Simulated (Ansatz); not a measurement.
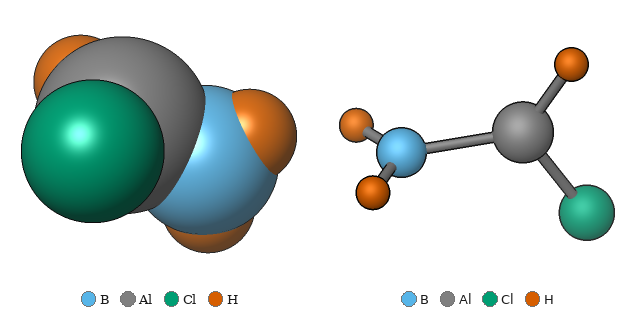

The same structure drawn twice, from different directions.

The computed structure is the end point of a PBE0-D4/def2-TZVP optimisation. No frequency run is at hand to confirm it as a minimum.

**Which formula does it have?**

AlBClH3, 6 atoms: 1 aluminium, 1 boron, 1 chlorine and 3 hydrogen.

**How many bonds of each kind are drawn?**

2 B–H, 1 Al–B, 1 Al–Cl, 1 Al–H. Sticks follow a distance rule.

**What is the point group of this geometry?**

Cs.

**How many sets of symmetry-equivalent atoms are there?**

5: 1 B, 1 Al, 1 Cl, 2 H, 1 H.

More results for the same structure follow; atom numbers are the same in all pictures, views and colours differ.

### Shape

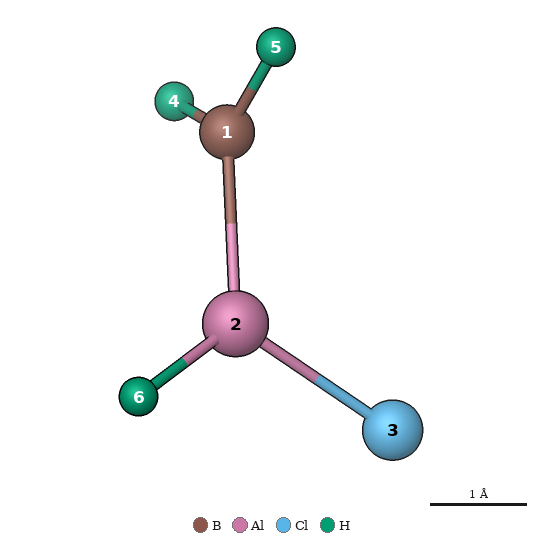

Atoms carry their numbers in the input. No frequency run is at hand to confirm it as a minimum.

**How are the neighbours of atom 1 arranged?**

B1 has 3 neighbours (Al2 at 2.11, H4 at 1.20, H5 at 1.20 Å); the arrangement is trigonal planar.

**What is the geometry at Al2?**

Al2 has 3 neighbours (B1 at 2.11, Cl3 at 2.11, H6 at 1.58 Å); the arrangement is trigonal planar.

### Electronic properties

No frequency run is at hand to confirm it as a minimum. Method: RKS PBE0-D4/def2-TZVPP (Ansatz 0.2.0).

**What is the HOMO energy (Kohn–Sham orbital)?**

−7.75 eV.

**Estimate the LUMO energy (Kohn–Sham orbital).**

−2.66 eV.

### Charges

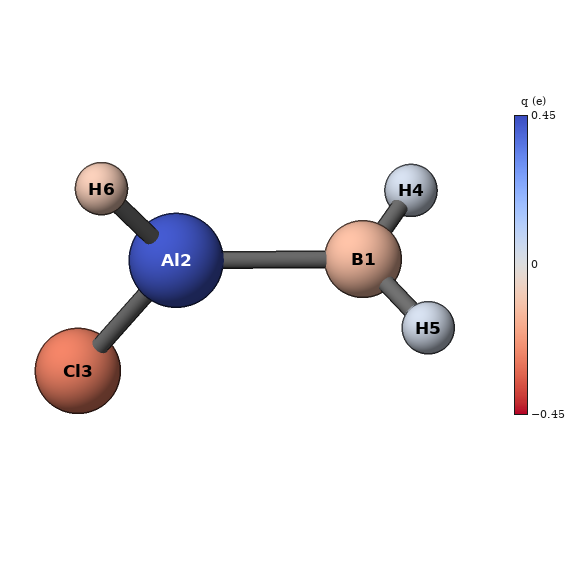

Atoms are coloured by their Mulliken charges. No frequency run is at hand to confirm it as a minimum. Properties computed with RKS PBE0-D4/def2-TZVP (Ansatz 0.2.0).

List the Mulliken charges.

```json
{"atom": "B1", "value (e)": "−0.14"}
{"atom": "Al2", "value (e)": "0.42"}
{"atom": "Cl3", "value (e)": "−0.28"}
{"atom": "H4", "value (e)": "0.04"}
{"atom": "H5", "value (e)": "0.04"}
{"atom": "H6", "value (e)": "−0.09"}
```

### Dipole moment

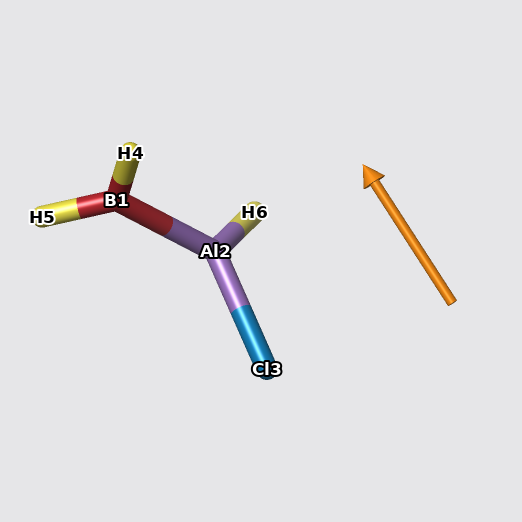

The arrow beside the molecule shows the direction of the dipole moment, from the negative to the positive end (its length means nothing). No frequency run is at hand to confirm it as a minimum. Method: RKS PBE0-D4/def2-TZVP (Ansatz 0.2.0).

**Estimate the dipole moment.**

1.66 D; it points from the side of Cl3 to the side of H4, H5 (the outermost atoms at the two ends).

Mulliken values depend strongly on the basis set and can even reverse the polarity of a bond.
